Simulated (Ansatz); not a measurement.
**Si2H3F3 (SMILES F[Si](F)(F)[SiH3]): PBE/cc-pVDZ**

Aim: the vertical ionisation energy of Si2H3F3 at PBE/cc-pVDZ, from 2 runs. 

The calculation is run with Ansatz 0.2.0.

48 further runs of the same task are left out: 4 that didn't finish, 44 set aside as unsound or not needed.

### Step 1. The molecule

The species is Si2H3F3 (8 atoms), meant as a singlet with charge 0. As SMILES, `F[Si](F)(F)[SiH3]`. The shape is that of a PBE0-D4/def2-TZVP optimisation.

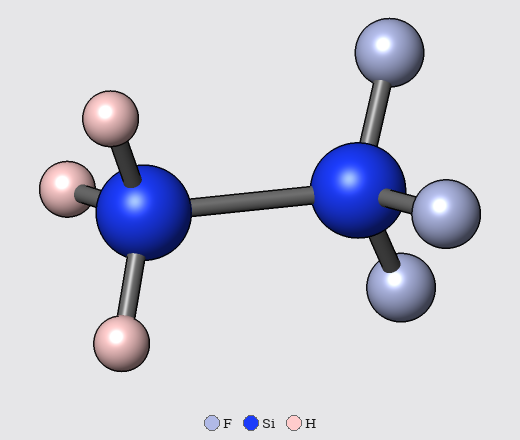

The structure, seen from a chosen angle (fluorine light blue, silicon blue, hydrogen pink).

### Step 2. A single-point energy at PBE/cc-pVDZ

The input, in.yaml:

```yaml
crystal:
  periodic: [false, false, false]
  atoms:
    - {symbol: F, position_ang: [1.310500, -1.060500, 1.504800]}
    - {symbol: Si, position_ang: [0.534400, -0.990500, 0.128500]}
    - {symbol: F, position_ang: [-0.479300, -2.204500, 0.107900]}
    - {symbol: F, position_ang: [1.595600, -1.255900, -1.013900]}
    - {symbol: Si, position_ang: [-0.550700, 1.050400, -0.152600]}
    - {symbol: H, position_ang: [-1.525600, 1.227900, 0.951900]}
    - {symbol: H, position_ang: [0.460600, 2.135800, -0.122800]}
    - {symbol: H, position_ang: [-1.253300, 1.040400, -1.459500]}
basis:
  gaussian: {orbitals: cc-pVDZ}
hamiltonian: {xc: pbe}
accuracy: high
output: {orbitals: {seedname: orbitals}}
```

The run is started by

```console
$ ansatz run in.yaml --threads 1 --pin off --max-ram 3480MiB --events-out events.jsonl --progress --plain --runs-dir runs
```

The log of the run:

```text
Warning: RAYON_NUM_THREADS=1 ignored (pool sized by the plan → 1); use --threads N
Functional definition: PBE
  name "PBE"
  parameter kappa = 0.804
  parameter beta = 0.06672455060314922
  exchange = pbe_x(kappa = kappa, mu = beta*pi^2/3)
  correlation = pbe_c(beta = beta)
2061 factors; integrals over basis functions are off by at most 4.6e-9 eV
mean field evaluation 1: about -23939.1929 eV, gradient 5.0e1 eV
mean field evaluation 2: about -23929.6885 eV, gradient 9.5e1 eV
mean field evaluation 4: about -23943.0797 eV, gradient 1.5e0 eV
mean field evaluation 8: about -23943.0839 eV, gradient 4.9e-2 eV
mean field evaluation 16: about -23943.0839 eV, gradient 1.2e-5 eV
mean field -23943.08393219 eV, -879.8921053028 hartree, gradient 3.7e-8 eV, S^2 0.000000; 0 other end points of the search recorded, 0 dependent functions left out
reference -23943.08393586 eV, -879.8921054378 hartree; 29, 29 occupied and 64, 64 virtual orbitals, 2061 factors
Total energy: -23943.08393586 eV, -879.8921054378 hartree
```

Wall time 7.2 s (1 thread of Arm Neoverse V2, shared host); peak memory 0.24 GiB.

### Step 3. The doublet cation at the same level

The input, run.yaml:

```yaml
crystal:
  periodic: [false, false, false]
  atoms:
    - symbol: F
      position_ang: [1.310500, -1.060500, 1.504800]
    - symbol: Si
      position_ang: [0.534400, -0.990500, 0.128500]
    - symbol: F
      position_ang: [-0.479300, -2.204500, 0.107900]
    - symbol: F
      position_ang: [1.595600, -1.255900, -1.013900]
    - symbol: Si
      position_ang: [-0.550700, 1.050400, -0.152600]
    - symbol: H
      position_ang: [-1.525600, 1.227900, 0.951900]
    - symbol: H
      position_ang: [0.460600, 2.135800, -0.122800]
    - symbol: H
      position_ang: [-1.253300, 1.040400, -1.459500]
basis:
  gaussian:
    orbitals: cc-pVDZ
accuracy: high
hamiltonian:
  xc: {name: PBE}
total_charge: 1
magnetization:
  spin_polarized: true
  initial_magnetization: 1
output:
  orbitals: {seedname: orbitals}
```

The run is started by

```console
$ ansatz run run.yaml --threads 1 --pin off --max-ram 3480MiB --events-out events.jsonl --progress --plain --runs-dir runs
```

The log of the run:

```text
Warning: RAYON_NUM_THREADS=1 ignored (pool sized by the plan → 1); use --threads N
Functional definition: PBE
  name "PBE"
  parameter kappa = 0.804
  parameter beta = 0.06672455060314922
  exchange = pbe_x(kappa = kappa, mu = beta*pi^2/3)
  correlation = pbe_c(beta = beta)
2061 factors; integrals over basis functions are off by at most 4.6e-9 eV
mean field evaluation 1: about -23917.1892 eV, gradient 6.4e1 eV
mean field evaluation 2: about -23674.4536 eV, gradient 2.4e2 eV
mean field evaluation 4: about -23928.9000 eV, gradient 2.4e1 eV
mean field evaluation 8: about -23931.9388 eV, gradient 6.4e-1 eV
mean field evaluation 16: about -23931.9368 eV, gradient 1.5e-3 eV
mean field evaluation 32: about -23929.4436 eV, gradient 1.1e1 eV
mean field -23931.93684238 eV, -879.4824573079 hartree, gradient 3.8e-8 eV, S^2 0.751377; 6 other end points of the search recorded, 0 dependent functions left out
reference -23931.93684614 eV, -879.4824574464 hartree; 29, 28 occupied and 64, 65 virtual orbitals, 2061 factors
Total energy: -23931.93684614 eV, -879.4824574464 hartree
```

Run time: 17 s. Hardware: 1 thread of Arm Neoverse V2, shared host; peak memory 0.33 GiB.

### Step 4. What came out

Level: PBE/cc-pVDZ.

| quantity | value |
| --- | --- |
| singlet Si2H3F3: total energy | -879.89211 Eh |
| singlet Si2H3F3: HOMO energy | -7.91 eV |
| singlet Si2H3F3: LUMO energy | -0.83 eV |
| singlet Si2H3F3: HOMO–LUMO gap | 7.08 eV |
| doublet cation: total energy | -879.48246 Eh |
| doublet cation: HOMO energy (highest over α and β) | -15.10 eV |
| doublet cation: LUMO energy (lowest over α and β) | -14.33 eV |
| doublet cation: ⟨S²⟩ | 0.751 |
| vertical ionisation energy (to the doublet cation) | 11.147 eV |

**Reading.** The vertical ionisation energy comes to 11.15 eV (1076 kJ/mol). The negative HOMO energy of the first species, 7.91 eV, lies 3.24 eV below that difference.
